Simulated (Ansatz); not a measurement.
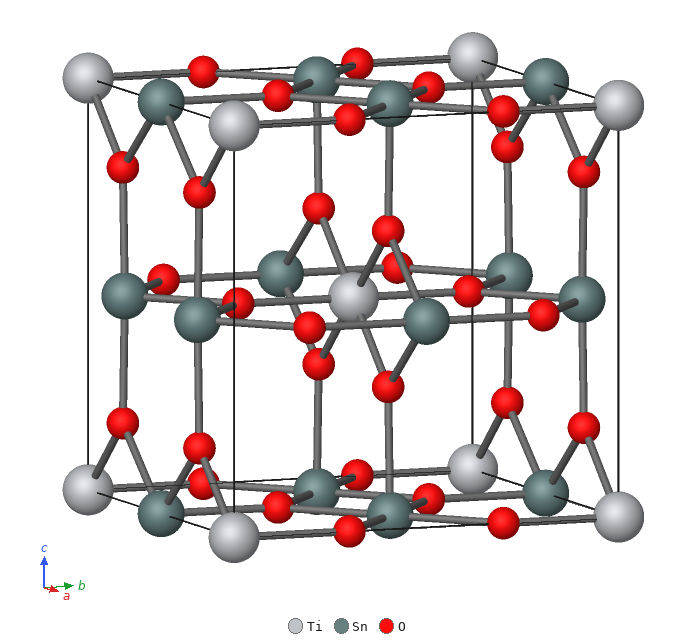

Crystal structure, ball-and-stick style, seen slightly off an axis. The wireframe shows the conventional unit cell.

TiSn3O8, space group Immm (No. 71), a = 6.355 Å, b = 6.757 Å, c = 6.767 Å, α = 90.00°, β = 90.00°, γ = 90.00°. Its origin is a structure type filled with these elements by a generator (whether the compound takes this form wasn't checked). Earlier steps of the study may have refined or changed the cell and positions. Ansatz was used for an electronic-structure calculation on it.

This one geometry was computed with Ansatz (DFT, plane waves, PAW) at three levels of theory: PBE, PBE+U (U_eff = 4.00 eV on Ti d) and r2SCAN.

Question: Which level gives the highest pressure at this volume, and what does that say about its equilibrium volume?

Answer: Highest: PBE+U (U_eff = 4.00 eV on Ti d) (0.6 GPa), which points to the largest equilibrium volume. Lowest, with the smallest volume: r2SCAN (-7.1 GPa). Levels within 0.5 GPa of each other can't be told apart.

Question: How does the band gap change with the level of theory?

Answer: PBE: a gap of 1.72 eV, direct; PBE+U (U_eff = 4.00 eV on Ti d): a gap of 1.78 eV, direct; r2SCAN: a gap of 2.31 eV, direct.

Question: Collect the results in a table.

Answer:
| level | cutoff (eV) | k-mesh of the run's cell | gap (eV) | pressure (GPa) |
| --- | --- | --- | --- | --- |
| PBE | 420 | 6×6×6 | 1.72 | 0.0 |
| PBE+U (U_eff = 4.00 eV on Ti d) | 420 | 6×6×6 | 1.78 | 0.6 |
| r2SCAN | 500 | 6×6×6 | 2.31 | -7.1 |

Gaps are taken on the k-mesh or band path of each run.
